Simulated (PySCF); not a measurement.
**C₆H₃Cl₃: runs on many settings**

Aim: see how C₆H₃Cl₃ (`C#C[C@@H]1C=C1C(Cl)(Cl)Cl`) answers to the choice of functional, basis, grid and SCF options.

Computed with PySCF 2.14.0, with density-fitted response routines of our own, on a single molecule, in the gas phase or a continuum. Atoms are numbered from 0 throughout.

### Step 1. Starting geometry

12 atoms, charge 0, multiplicity 1; geometry from: GFN2-xTB.

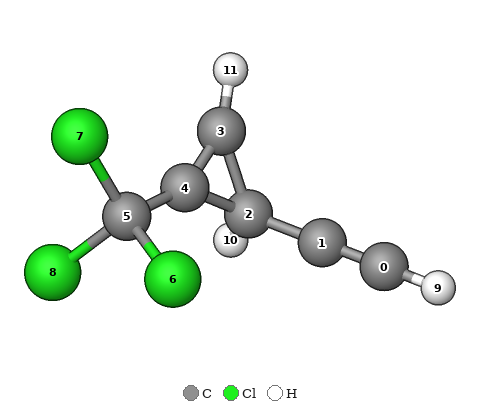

The starting geometry (carbon grey, chlorine green, hydrogen white), atoms numbered.

### Step 2. NMR shieldings: PBE0/pcSseg-1

The job: settings as JSON, then the geometry in Å.

```
{"job": {"kind": "nmr", "xc": "PBE0", "basis": "pcSseg-1"}, "charge": 0, "multiplicity": 1}
C      2.603937    -1.158684    -0.028421
C      1.760229    -0.313706    -0.126324
C      0.748578     0.692652    -0.236288
C      0.099081     1.251130     1.008753
C     -0.635561     0.427553     0.318577
C     -1.858231    -0.313458     0.088086
Cl    -1.499225    -2.056218    -0.093524
Cl    -3.004449    -0.100209     1.437059
Cl    -2.638731     0.262211    -1.419008
H      3.346948    -1.895140     0.047797
H      0.846835     1.326155    -1.114082
H      0.231787     1.877030     1.856068
```

Level: GIAO PBE0/pcSseg-1 NMR shielding, non-relativistic, gas phase.

On the command line:

```
$ OMP_NUM_THREADS=1 python probes_run.py task.json out
```

The driver reads the jobs from task.json and runs them one after another.

Log:

```text
coarse grid: 13248 points
cycle   1  E = -1609.8754420893  dE =  1.634e+00  |g| = 6.722e-01  |ddm| = 3.775e+00
cycle   2  E = -1609.6250290897  dE =  2.504e-01  |g| = 1.280e+00  |ddm| = 1.896e+00
cycle   3  E = -1609.9859681621  dE = -3.609e-01  |g| = 1.546e-01  |ddm| = 1.328e+00
cycle   4  E = -1609.9902175392  dE = -4.249e-03  |g| = 8.748e-02  |ddm| = 2.378e-01
cycle   5  E = -1609.9919072721  dE = -1.690e-03  |g| = 2.469e-02  |ddm| = 9.214e-02
cycle   6  E = -1609.9920540769  dE = -1.468e-04  |g| = 4.188e-03  |ddm| = 2.959e-02
cycle   7  E = -1609.9920565603  dE = -2.483e-06  |g| = 2.878e-03  |ddm| = 5.713e-03
final grid: 118608 points
cycle   8  E = -1610.0449589293  dE = -3.672e-05  |g| = 8.060e-03  |ddm| = 5.479e-02
cycle   9  E = -1610.0449279065  dE =  3.102e-05  |g| = 1.353e-02  |ddm| = 1.679e-02
cycle  10  E = -1610.0449709649  dE = -4.306e-05  |g| = 2.606e-03  |ddm| = 1.183e-02
cycle  11  E = -1610.0449725276  dE = -1.563e-06  |g| = 4.967e-04  |ddm| = 2.796e-03
cycle  12  E = -1610.0449725844  dE = -5.681e-08  |g| = 1.581e-04  |ddm| = 7.807e-04
cycle  13  E = -1610.0449725897  dE = -5.289e-09  |g| = 5.956e-05  |ddm| = 2.018e-04
cycle  14  E = -1610.0449725904  dE = -7.676e-10  |g| = 1.991e-05  |ddm| = 7.023e-05
converged SCF energy = -1610.0449725904

GIAO shielding tensors (ppm)
atom      isotropic    diamagn.    paramagn.     s11        s22        s33       span
  0 C      114.789     256.318    -141.529     40.217     42.967    261.183    220.967
  1 C       96.857     255.873    -159.016     -1.170      0.731    291.012    292.182
  2 C      167.218     242.082     -74.864    131.739    145.901    224.015     92.275
  3 C       69.470     252.524    -183.055    -47.901     87.602    168.708    216.609
  4 C       54.624     256.659    -202.035    -77.926    104.370    137.429    215.355
  5 C       72.207     234.510    -162.302     51.700     74.792     90.130     38.429
  6 Cl     438.214    1144.170    -705.956     79.998    302.438    932.206    852.208
  7 Cl     443.860    1143.851    -699.990    117.315    272.899    941.367    824.052
  8 Cl     437.539    1144.043    -706.504     77.549    289.179    945.890    868.340
  9 H       30.419      33.153      -2.734     24.731     25.294     41.233     16.503
 10 H       28.936      26.052       2.884     22.636     27.402     36.770     14.134
 11 H       24.566      31.170      -6.605     21.333     24.160     28.204      6.871
```

Run time: 49 s. Hardware: 1 thread of Arm Neoverse N1, shared host; peak memory 0.85 GiB.

The references, computed at this level on geometries of the same kind, shield at (ppm): 1H TMS 31.72, 13C TMS 186.9, 35Cl HCl 950. Their shielding less the atom's gives the shift. The references are single molecules in the gas phase. Atoms listed in one row are averaged.

```csv
atoms,environment,σ (ppm),δ (ppm),δ scaled to CDCl3
C4,fully substituted alkene carbon,54.6,132.3,127.2
C3,alkene CH,69.5,117.5,112.7
C5,allylic fully substituted sp3 carbon bonded to 3 Cl,72.2,114.7,110.0
C1,alkyne carbon,96.9,90.1,86.0
C0,terminal alkyne carbon,114.8,72.1,68.5
C2,three-membered-ring carbon,167.2,19.7,17.3
H11,hydrogen on an alkene CH,24.57,7.15,6.85
H10,hydrogen on a three-membered-ring carbon,28.94,2.78,2.73
H9,hydrogen on a terminal alkyne carbon,30.42,1.30,1.33
"Cl6, Cl7, Cl8",chlorine bonded to C,440,510,–
```

The scaled column applies a straight-line fit of computed shieldings to shifts measured in CDCl3, with any fitted terms for Cl, Br or S neighbours (root-mean-square error 0.16 ppm for H, 1.9 ppm for C).

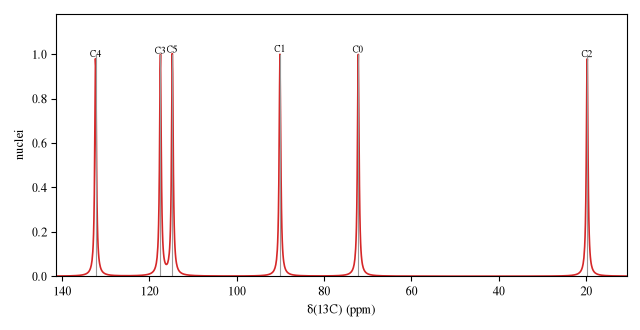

13C lines at the computed shifts, without couplings. Lines are broadened to a width of 0.45 ppm (Lorentzian).

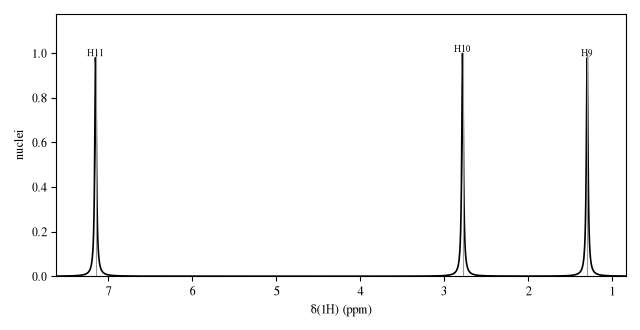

1H lines at the computed shifts, without couplings. Lines are broadened to a width of 0.02 ppm (Lorentzian).

The run also stored atomic charges by several schemes (e):

```csv
atoms,Mulliken,IAO,Hirshfeld,ESP fit
C0,-0.33,-0.24,-0.11,-0.51
C1,0.31,-0.04,-0.06,0.11
C2,-0.19,-0.12,-0.03,-0.09
C3,-0.03,-0.11,-0.01,-0.17
C4,0.29,-0.01,-0.03,0.31
C5,-0.51,0.03,0.10,-0.62
"Cl6, Cl7, Cl8",0.06,-0.02,-0.03,0.11
```

Mulliken charges:

```csv
atom,value (e)
C0,-0.33
C1,0.31
C2,-0.19
C3,-0.03
C4,0.29
C5,-0.51
Cl6,0.07
Cl7,0.05
Cl8,0.05
H9,0.05
H10,0.16
H11,0.09
```

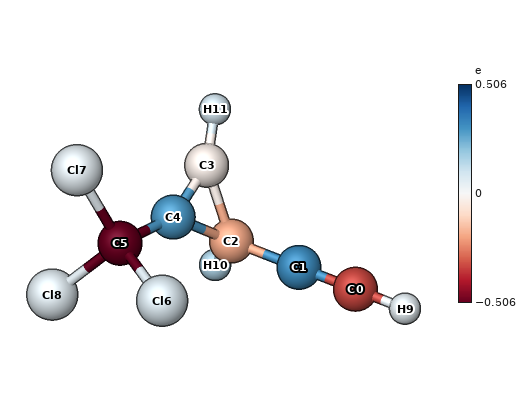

Mulliken charges, as colours on the atoms.

Mayer bond orders: C0–C1 2.48, C1–C2 1.02, C2–C3 0.92, C3–C4 1.68, C4–C5 0.69, C5–Cl6 1.10, C5–Cl7 1.08, C5–Cl8 1.08, C4–C2 0.92.

Ring of atoms C2, C3, C4: NICS(0) -31.7, NICS(1) -7.4, NICS(1)zz -14.2 ppm (means of both faces).

In rings of three or four atoms NICS is ruled by the nearby σ bonds, so it says little on aromaticity.

### Step 3. Excited states and response: PBE0/def2-SVPD

Settings changed since step 2:

```diff
@@ -1,2 +1,2 @@
-{"job": {"kind": "nmr", "xc": "PBE0", "basis": "pcSseg-1"}, "charge": 0, "multiplicity": 1}
+{"job": {"kind": "uv", "xc": "PBE0", "basis": "def2-SVPD", "nstates": 6, "ntriplets": 2}, "charge": 0, "multiplicity": 1}
 C      2.603937    -1.158684    -0.028421
```

With the program's defaults for keys left out, this is: TDDFT PBE0/def2-SVPD, vertical, gas phase, core orbitals frozen in the response.

Log:

```text
coarse grid: 13248 points
cycle   1  E = -1609.2828537261  dE =  1.551e+00  |g| = 6.386e-01  |ddm| = 9.598e+00
cycle   2  E = -1609.0518253366  dE =  2.310e-01  |g| = 1.206e+00  |ddm| = 4.067e+00
cycle   3  E = -1609.3843708705  dE = -3.325e-01  |g| = 1.531e-01  |ddm| = 2.708e+00
cycle   4  E = -1609.3890688658  dE = -4.698e-03  |g| = 7.788e-02  |ddm| = 4.094e-01
cycle   5  E = -1609.3904170607  dE = -1.348e-03  |g| = 2.380e-02  |ddm| = 1.534e-01
cycle   6  E = -1609.3905590692  dE = -1.420e-04  |g| = 4.173e-03  |ddm| = 5.882e-02
cycle   7  E = -1609.3905622238  dE = -3.155e-06  |g| = 2.424e-03  |ddm| = 1.278e-02
final grid: 118608 points
cycle   8  E = -1609.5629535300  dE = -2.417e-05  |g| = 6.429e-03  |ddm| = 1.656e-01
cycle   9  E = -1609.5629305274  dE =  2.300e-05  |g| = 1.161e-02  |ddm| = 3.032e-02
cycle  10  E = -1609.5629635037  dE = -3.298e-05  |g| = 1.818e-03  |ddm| = 1.878e-02
cycle  11  E = -1609.5629643561  dE = -8.524e-07  |g| = 2.852e-04  |ddm| = 4.145e-03
cycle  12  E = -1609.5629643751  dE = -1.902e-08  |g| = 1.128e-04  |ddm| = 8.618e-04
cycle  13  E = -1609.5629643777  dE = -2.573e-09  |g| = 5.368e-05  |ddm| = 2.774e-04
cycle  14  E = -1609.5629643783  dE = -6.580e-10  |g| = 1.634e-05  |ddm| = 1.307e-04
converged SCF energy = -1609.5629643783

Static polarisability (au): isotropic 109.690, principal 93.881 102.990 132.199

Singlet excitations
state   eV       nm        f      main configurations
  1   4.8087    257.8   0.01045   H->L 0.97
  2   5.3538    231.6   0.00038   H-1->L 0.96
  3   5.7142    217.0   0.00243   H->L+1 0.91
  4   5.8524    211.9   0.12109   H-2->L 0.79
  5   5.9414    208.7   0.00396   H-3->L 0.96
  6   6.0756    204.1   0.00145   H-2->L+1 0.82

Triplet excitations (Tamm-Dancoff, eV): 3.8585 4.5147
```

Run time: 74 s. Hardware: 1 thread of Arm Neoverse N1, shared host; peak memory 0.96 GiB.

The orbitals next to the gap, with their largest atomic shares:

```csv
orbital,eV,atoms
HOMO−3,-8.90,"Cl6 35 %, Cl7 33 %, Cl8 32 %"
HOMO−2,-8.39,"C3 28 %, C4 28 %, C2 12 %"
HOMO−1,-8.16,"C0 42 %, C1 41 %, C2 5 %"
HOMO,-7.70,"C0 36 %, C1 31 %, C2 11 %"
LUMO,-1.69,"C3 27 %, C4 20 %, Cl8 16 %"
LUMO+1,-1.08,"Cl6 25 %, Cl8 24 %, C5 24 %"
LUMO+2,-0.57,"Cl7 29 %, C5 28 %, Cl6 13 %"
```

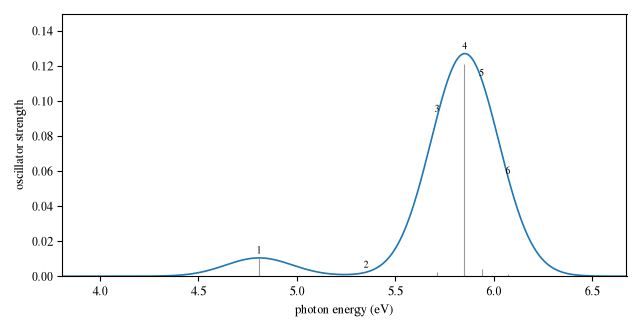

Absorption spectrum from the 6 singlet states computed; above the last one it falls off for lack of states. Lines are broadened to a width of 0.40 eV (Gaussian).

Ground-state properties from the same run:

```csv
property,computed
dipole moment (D),1.73
polarisability (Å³),16.25
HOMO–LUMO gap (eV),6.01
−ε(HOMO) (eV),7.70
```

### Step 4. Nuclear shieldings: PBE0/def2-SVP

Settings changed since step 3:

```diff
@@ -1,2 +1,2 @@
-{"job": {"kind": "uv", "xc": "PBE0", "basis": "def2-SVPD", "nstates": 6, "ntriplets": 2}, "charge": 0, "multiplicity": 1}
+{"job": {"kind": "nmr", "xc": "PBE0", "basis": "def2-SVP", "pop": true, "scf": {"aux": "def2-universal-jkfit"}}, "charge": 0, "multiplicity": 1}
 C      2.603937    -1.158684    -0.028421
```

Method: GIAO PBE0/def2-SVP NMR shielding, non-relativistic, gas phase.

Log:

```text
final grid: 118608 points
cycle   1  E = -1609.4128466820  dE =  1.551e+00  |g| = 6.712e-01  |ddm| = 4.319e+00
cycle   2  E = -1609.1528324809  dE =  2.600e-01  |g| = 1.276e+00  |ddm| = 2.065e+00
cycle   3  E = -1609.5252095804  dE = -3.724e-01  |g| = 1.477e-01  |ddm| = 1.469e+00
cycle   4  E = -1609.5293638094  dE = -4.154e-03  |g| = 7.978e-02  |ddm| = 2.513e-01
cycle   5  E = -1609.5308165862  dE = -1.453e-03  |g| = 2.225e-02  |ddm| = 9.718e-02
cycle   6  E = -1609.5309392027  dE = -1.226e-04  |g| = 4.579e-03  |ddm| = 2.980e-02
cycle   7  E = -1609.5309432351  dE = -4.032e-06  |g| = 2.402e-03  |ddm| = 6.456e-03
cycle   8  E = -1609.5309446904  dE = -1.455e-06  |g| = 4.708e-04  |ddm| = 2.777e-03
cycle   9  E = -1609.5309447439  dE = -5.351e-08  |g| = 1.265e-04  |ddm| = 7.615e-04
cycle  10  E = -1609.5309447481  dE = -4.243e-09  |g| = 2.973e-05  |ddm| = 2.201e-04
cycle  11  E = -1609.5309447484  dE = -2.119e-10  |g| = 1.134e-05  |ddm| = 6.127e-05
converged SCF energy = -1609.5309447484

GIAO shielding tensors (ppm)
atom      isotropic    diamagn.    paramagn.     s11        s22        s33       span
  0 C      130.164     262.174    -132.010     62.699     65.203    262.589    199.890
  1 C      113.406     249.617    -136.211     23.514     26.662    290.043    266.528
  2 C      178.922     251.473     -72.551    144.027    159.616    233.122     89.095
  3 C       86.801     251.740    -164.939    -22.357    103.111    179.648    202.004
  4 C       71.370     255.450    -184.080    -52.173    115.700    150.582    202.755
  5 C       81.337     241.286    -159.950     59.278     84.865     99.866     40.588
  6 Cl     551.153    1144.225    -593.071    252.699    444.800    955.961    703.262
  7 Cl     554.624    1142.552    -587.928    282.616    417.118    964.137    681.520
  8 Cl     548.497    1143.182    -594.684    249.509    429.889    966.094    716.585
  9 H       30.853      34.476      -3.623     25.257     25.848     41.454     16.197
 10 H       29.255      28.059       1.196     22.864     27.741     37.159     14.295
 11 H       24.895      31.854      -6.959     21.487     24.535     28.664      7.177
```

Run time: 35 s. Hardware: 1 thread of Arm Neoverse N1, shared host; peak memory 0.82 GiB.

In short: δ C4 124.8, C5 114.8, C3 109.4, C1 82.8, H11 6.91, H10 2.55 ppm.

### Step 5. Shielding tensors: BLYP/3-21G in cyclohexane

Settings changed since step 4:

```diff
@@ -1,2 +1,2 @@
-{"job": {"kind": "nmr", "xc": "PBE0", "basis": "def2-SVP", "pop": true, "scf": {"aux": "def2-universal-jkfit"}}, "charge": 0, "multiplicity": 1}
+{"job": {"kind": "nmr", "xc": "BLYP", "basis": "3-21G", "solvent": "cyclohexane", "pop": false}, "charge": 0, "multiplicity": 1}
 C      2.603937    -1.158684    -0.028421
```

Level: GIAO BLYP/3-21G NMR shielding, non-relativistic, IEF-PCM cyclohexane.

Log:

```text
coarse grid: 13248 points
cycle   1  E = -1602.5539336713  dE =  4.828e-01  |g| = 6.101e-01  |ddm| = 4.561e+00
cycle   2  E = -1602.1504453690  dE =  4.035e-01  |g| = 1.429e+00  |ddm| = 2.799e+00
cycle   3  E = -1602.6484662346  dE = -4.980e-01  |g| = 2.070e-01  |ddm| = 2.002e+00
cycle   4  E = -1602.6556903959  dE = -7.224e-03  |g| = 1.317e-01  |ddm| = 3.739e-01
cycle   5  E = -1602.6599641353  dE = -4.274e-03  |g| = 3.490e-02  |ddm| = 1.583e-01
cycle   6  E = -1602.6602726376  dE = -3.085e-04  |g| = 1.023e-02  |ddm| = 5.328e-02
cycle   7  E = -1602.6602955186  dE = -2.288e-05  |g| = 3.955e-03  |ddm| = 1.275e-02
cycle   8  E = -1602.6602996418  dE = -4.123e-06  |g| = 6.977e-04  |ddm| = 5.527e-03
final grid: 118608 points
cycle   9  E = -1602.7988839205  dE = -7.803e-06  |g| = 7.871e-03  |ddm| = 3.131e-02
cycle  10  E = -1602.7988527236  dE =  3.120e-05  |g| = 1.312e-02  |ddm| = 2.847e-02
cycle  11  E = -1602.7988978123  dE = -4.509e-05  |g| = 3.122e-03  |ddm| = 2.053e-02
cycle  12  E = -1602.7989002343  dE = -2.422e-06  |g| = 9.838e-04  |ddm| = 4.086e-03
cycle  13  E = -1602.7989004796  dE = -2.453e-07  |g| = 1.330e-04  |ddm| = 1.036e-03
cycle  14  E = -1602.7989004842  dE = -4.552e-09  |g| = 5.462e-05  |ddm| = 3.621e-04
cycle  15  E = -1602.7989004847  dE = -5.807e-10  |g| = 2.543e-05  |ddm| = 8.510e-05
converged SCF energy = -1602.7989004847

GIAO shielding tensors (ppm)
atom      isotropic    diamagn.    paramagn.     s11        s22        s33       span
  0 C      142.219     269.133    -126.914     81.119     83.991    261.548    180.428
  1 C      129.697     257.630    -127.933     49.335     52.517    287.240    237.906
  2 C      180.040     241.046     -61.006    149.752    164.390    225.978     76.226
  3 C      103.094     257.991    -154.897     19.358    107.996    181.928    162.570
  4 C       90.960     250.290    -159.330     -7.149    125.909    154.120    161.269
  5 C       94.329     251.757    -157.428     79.032     94.366    109.587     30.555
  6 Cl     463.919    1139.433    -675.514    114.744    344.208    932.803    818.059
  7 Cl     474.542    1139.699    -665.157    157.684    324.153    941.791    784.108
  8 Cl     457.655    1139.395    -681.739    108.648    323.289    941.029    832.382
  9 H       31.605      30.466       1.139     26.502     27.168     41.147     14.645
 10 H       30.095      27.024       3.071     24.066     28.629     37.591     13.525
 11 H       26.191      30.219      -4.028     23.711     26.135     28.726      5.016
```

It took 14 s on 1 thread of Arm Neoverse N1, shared host; peak memory 0.69 GiB.

Key values: σ C4 91.0, C5 94.3, C3 103.1, C1 129.7, H11 26.19, H10 30.10 ppm.

### Step 6. Nuclear shieldings: CAM-B3LYP/pcSseg-1

Settings changed since step 5:

```diff
@@ -1,2 +1,2 @@
-{"job": {"kind": "nmr", "xc": "BLYP", "basis": "3-21G", "solvent": "cyclohexane", "pop": false}, "charge": 0, "multiplicity": 1}
+{"job": {"kind": "nmr", "xc": "CAM-B3LYP", "basis": "pcSseg-1", "pop": false}, "charge": 0, "multiplicity": 1}
 C      2.603937    -1.158684    -0.028421
```

With the program's defaults for keys left out, this is: GIAO CAM-B3LYP/pcSseg-1 NMR shielding, non-relativistic, gas phase.

Log:

```text
coarse grid: 13248 points
cycle   1  E = -1610.4675519648  dE =  1.851e+00  |g| = 7.791e-01  |ddm| = 3.668e+00
cycle   2  E = -1610.2825842212  dE =  1.850e-01  |g| = 1.270e+00  |ddm| = 1.939e+00
cycle   3  E = -1610.6292214390  dE = -3.466e-01  |g| = 1.047e-01  |ddm| = 1.175e+00
cycle   4  E = -1610.6306049607  dE = -1.384e-03  |g| = 7.804e-02  |ddm| = 1.659e-01
cycle   5  E = -1610.6319982177  dE = -1.393e-03  |g| = 1.324e-02  |ddm| = 8.568e-02
cycle   6  E = -1610.6320419529  dE = -4.374e-05  |g| = 3.166e-03  |ddm| = 1.915e-02
cycle   7  E = -1610.6320452857  dE = -3.333e-06  |g| = 1.024e-03  |ddm| = 7.133e-03
final grid: 118608 points
cycle   8  E = -1610.6904489187  dE = -2.236e-05  |g| = 2.498e-03  |ddm| = 2.311e-02
cycle   9  E = -1610.6904491176  dE = -1.989e-07  |g| = 2.494e-03  |ddm| = 5.817e-03
cycle  10  E = -1610.6904505013  dE = -1.384e-06  |g| = 5.014e-04  |ddm| = 2.467e-03
cycle  11  E = -1610.6904505508  dE = -4.953e-08  |g| = 2.268e-04  |ddm| = 6.666e-04
cycle  12  E = -1610.6904505626  dE = -1.177e-08  |g| = 6.211e-05  |ddm| = 2.826e-04
cycle  13  E = -1610.6904505635  dE = -9.086e-10  |g| = 1.614e-05  |ddm| = 7.251e-05
converged SCF energy = -1610.6904505635

GIAO shielding tensors (ppm)
atom      isotropic    diamagn.    paramagn.     s11        s22        s33       span
  0 C      112.778     256.682    -143.903     36.697     39.342    262.296    225.598
  1 C       93.374     257.496    -164.122     -6.814     -5.358    292.295    299.109
  2 C      168.185     243.036     -74.850    132.024    146.204    226.328     94.305
  3 C       64.612     253.152    -188.540    -59.815     84.654    168.997    228.812
  4 C       49.041     257.341    -208.300    -90.794    100.782    137.135    227.930
  5 C       72.170     233.822    -161.653     50.701     75.847     89.961     39.261
  6 Cl     432.980    1144.698    -711.718     64.259    285.027    949.654    885.395
  7 Cl     438.465    1144.179    -705.714    101.309    256.386    957.699    856.391
  8 Cl     431.635    1144.414    -712.780     61.554    270.091    963.260    901.706
  9 H       30.510      33.109      -2.598     24.832     25.393     41.306     16.474
 10 H       29.146      26.260       2.885     22.841     27.606     36.991     14.150
 11 H       24.602      31.193      -6.591     21.196     24.168     28.443      7.247
```

Wall time 63 s (1 thread of Arm Neoverse N1, shared host); peak memory 0.94 GiB.

This run: δ C4 136.1, C3 120.5, C5 112.9, C1 91.7, H11 7.18, H10 2.63 ppm.

### Step 7. Comparing the runs: NMR shifts

Isotropic shieldings (ppm) of some atoms, chosen among heavy atoms and hydrogens apart, means over like atoms, with basis size and wall time:

```csv
run,C4,C3,C1,C0,H11,H9,Cl6,functions,time
PBE0/pcSseg-1,54.6,69.5,96.9,114.8,24.57,30.42,440,189,49 s
PBE0/def2-SVP,71.4,86.8,113.4,130.2,24.90,30.85,551,153,35 s
BLYP/3-21G in cyclohexane,91.0,103.1,129.7,142.2,26.19,31.61,465,99,14 s
CAM-B3LYP/pcSseg-1,49.0,64.6,93.4,112.8,24.60,30.51,434,189,63 s
```

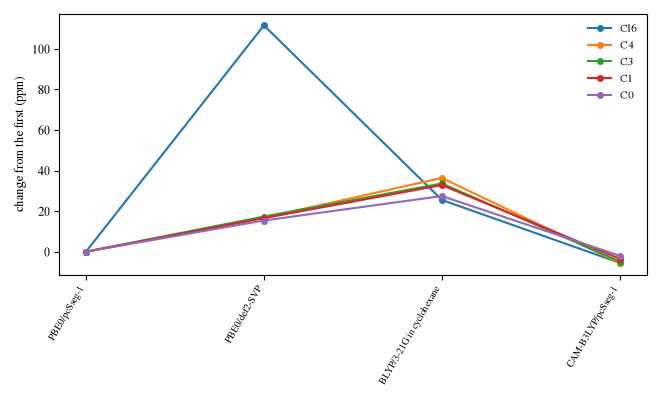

How five of the tabulated atoms move from run to run.

### Step 8. Outcome

| quantity | value |
| --- | --- |
| 13C shifts against TMS (PBE0/pcSseg-1) | 132.3, 117.5, 114.7, 90.1, 72.1, 19.7 ppm |
| 1H shifts against TMS (PBE0/pcSseg-1) | 7.15, 2.78, 1.30 ppm |
| 35Cl shifts against HCl (PBE0/pcSseg-1, means over atoms taken as alike) | 510 ppm |
| lowest singlet (PBE0/def2-SVPD) | 4.81 eV (258 nm), f = 0.010 |
| brightest single state of those computed | state 4, 5.85 eV, f = 0.121 |
| lowest triplet | 3.86 eV |
| range of the shielding of Cl6 | 434 to 551 ppm |

What this shows: Single values in the summary come from the first run of each kind that ended normally (PBE0/pcSseg-1; PBE0/def2-SVPD), which need not be the best level. C5 stands next to heavy halogen, whose spin-orbit shielding this run leaves out, so the computed shift lies too far downfield, most of all for carbon beside Br or I. The most deshielded hydrogen is H11 (hydrogen on an alkene CH), at 7.15 ppm: olefinic region. At PBE0/pcSseg-1: The largest span, 848 ppm, is at Cl6, Cl7, Cl8, where the paramagnetic term is -704 ppm. The lowest singlet, at 4.81 eV, is HOMO→LUMO 0.97 and is weak; of the 6 states computed, the strongest absorption comes from state 4 at 5.85 eV. The lowest triplet lies 0.95 eV below the lowest singlet (triplets in Tamm-Dancoff, singlets in full TDDFT). In ppm, Cl6 (with its like atoms) moves most: its shielding spreads over 117 ppm, from 434 (CAM-B3LYP/pcSseg-1) to 551 (PBE0/def2-SVP).
